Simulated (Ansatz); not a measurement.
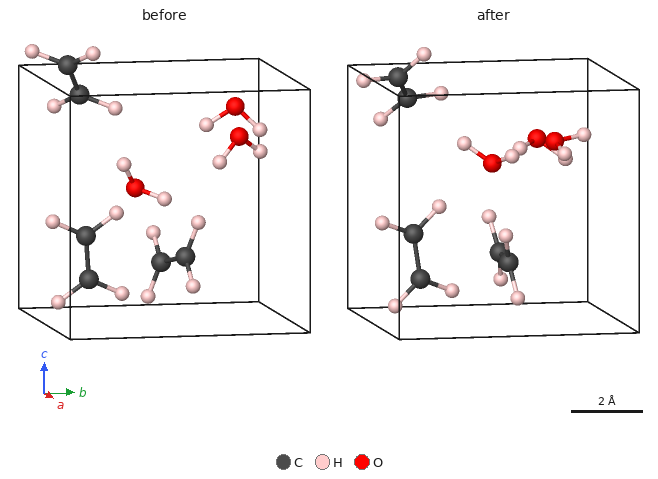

The structure of an amorphous cell of composition H6C2O before (left) and after (right) a relaxation, at one scale.

The picture is a ball-and-stick view of the cell of the calculation (origin shifted), seen from a free direction.

The cell holds 3 C2H4 + 3 H2O. The run prepares the start of a later molecular dynamics calculation, from a guessed geometry.

Level of theory: DFT PBE, scalar-relativistic, plane waves, PAW in Ansatz. Set-up: plane-wave cutoff 420 eV; k-point mesh 1 × 1 × 1; occupations fermi dirac; smearing width 0.05 eV; no spin polarisation; atoms relaxed in a fixed cell; force threshold 0.3 eV/Å; at most 15 steps.

Q: What changed between the two?

A: The relaxation stopped without meeting its thresholds, so the last structure isn't shown to be converged. It used up its limit of 15 steps. The atom that moves furthest is an H atom (1.34 Å roughly along [0 1 2]). Largest moves by element: H 1.34 Å, O 1.20 Å, C 0.41 Å. The cell stays as it was. Among the contacts that change: H–O 0.969 → 0.998 Å, C–H 1.085 → 1.096 Å. Bond angles that change, for instance: H–O–H 104.0° → 106.5°. Over 14 geometry steps the energy falls by 74.9 meV per atom. Largest force component: 1.3 eV/Å at the start, 0.86 eV/Å at the end. Cost: 10 s on 1 thread of AMD EPYC 9R45 96-Core Processor (Zen 5), on a shared host, peak memory 0.43 GiB.

Limits of the set-up: the program's low-accuracy preset was used; the periodic images lie only 7.0 Å apart, so the values are limited by the cell's size.
